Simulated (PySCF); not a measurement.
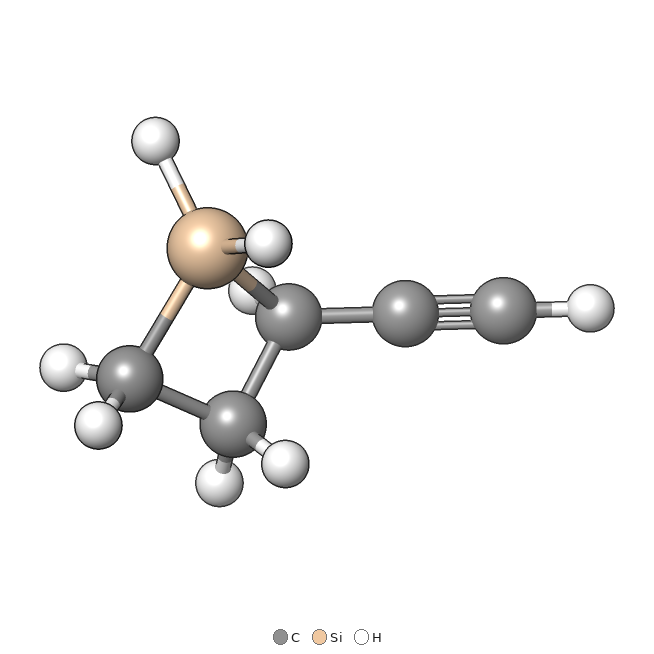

A ball-and-stick model of a molecule.

The computed structure is the end point of a PBE0-D3(BJ)/def2-SVP optimisation. No frequency run is at hand to confirm it as a minimum.

Description:

It has 14 atoms: 5 carbon, 8 hydrogen and 1 silicon (C5H8Si). Its SMILES string is `C#C[C@H]1CC[SiH2]1`. Independent rings (smallest set): 1 of 4 members. Among its groups: alkyne, Si–H bond. The point group is C1. Coordination, clear cases only: 2 C linear; 1 C tetrahedral.

The parts below concern this one geometry. Atoms keep their numbers from picture to picture.

### Geometry

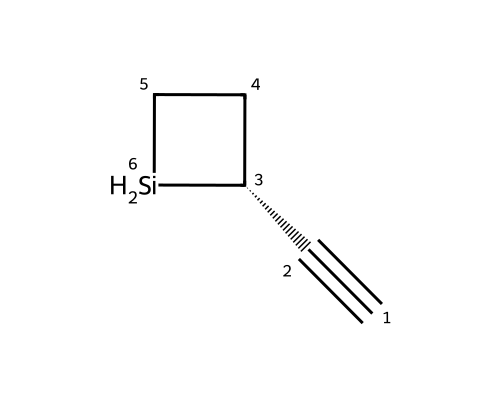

A structural formula, with wedges where it has stereocentres; small numbers name the atoms. The configuration is that of a computed structure (PBE0-D3(BJ)/def2-SVP).

Give the R/S and E/Z labels.

C3: R.

### Dipole moment

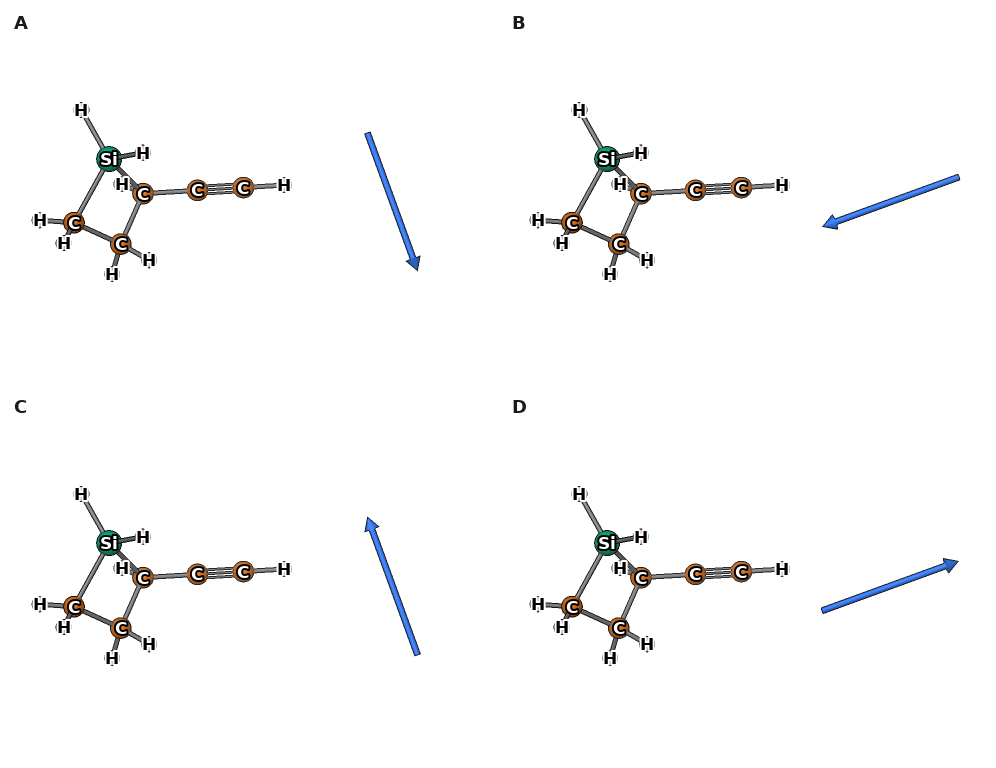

The same molecule four times, each with an arrow. No frequency run is at hand to confirm it as a minimum. Method: PBE0/6-31G, gas phase (PySCF 2.14.0).

Which arrow points along the dipole moment, from the negative to the positive end?

B. The dipole moment is 1.10 D.

### Core levels

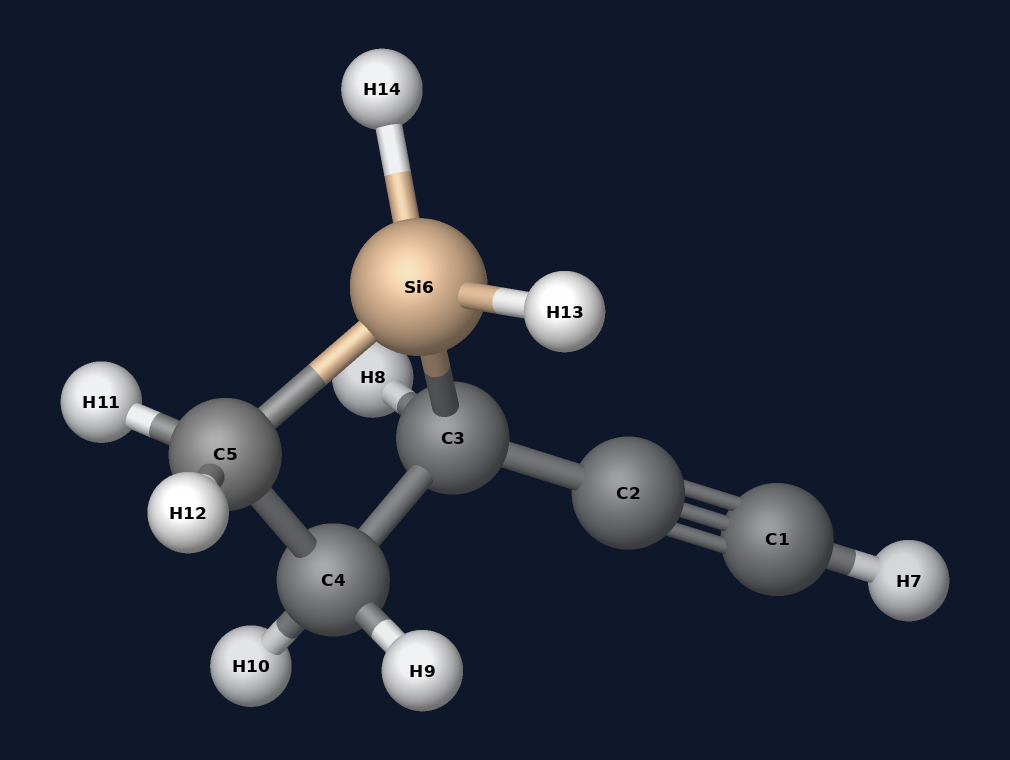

No frequency run is at hand to confirm it as a minimum. Level of theory: delta-SCF UKS SCAN, def2-TZVP on the ionised atom, pcseg-1 elsewhere, spin-free X2C (PySCF 2.14.0).

Give the core-electron binding energies (to vacuum; p and d levels without spin–orbit splitting) of C1 1s, C2 1s, C3 1s, C4 1s, C5 1s, Si6 1s, Si6 2p.

```json
{"atom": "C1", "level": "1s", "binding energy (eV)": "290.1"}
{"atom": "C2", "level": "1s", "binding energy (eV)": "290.8"}
{"atom": "C3", "level": "1s", "binding energy (eV)": "291.1"}
{"atom": "C4", "level": "1s", "binding energy (eV)": "291.2"}
{"atom": "C5", "level": "1s", "binding energy (eV)": "290.6"}
{"atom": "Si6", "level": "1s", "binding energy (eV)": "1850.2"}
{"atom": "Si6", "level": "2p", "binding energy (eV)": "107.0"}
```

### NMR shielding

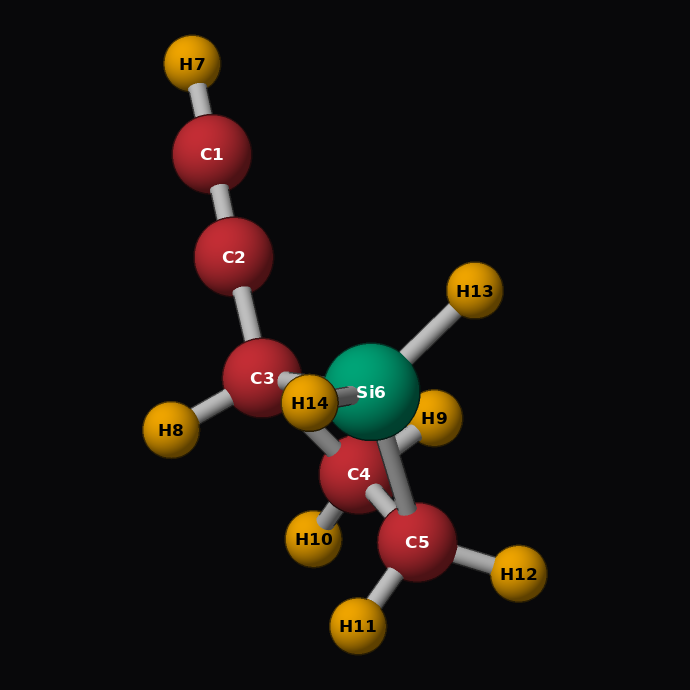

No frequency run is at hand to confirm it as a minimum. Method: GIAO PBE0/STO-3G NMR shielding, non-relativistic, gas phase (PySCF 2.14.0). Principal shieldings σ11 ≤ σ22 ≤ σ33, span Ω = σ33 − σ11, skew κ = 3(σiso − σ22)/Ω.

Give the shielding tensors of the Si atoms.

```json
{"atom": "Si6", "σ11": "504.0", "σ22": "506.8", "σ33": "603.1", "σiso": "538.0", "Ω": "99.0", "κ": "0.94"}
```

Shieldings and span in ppm.
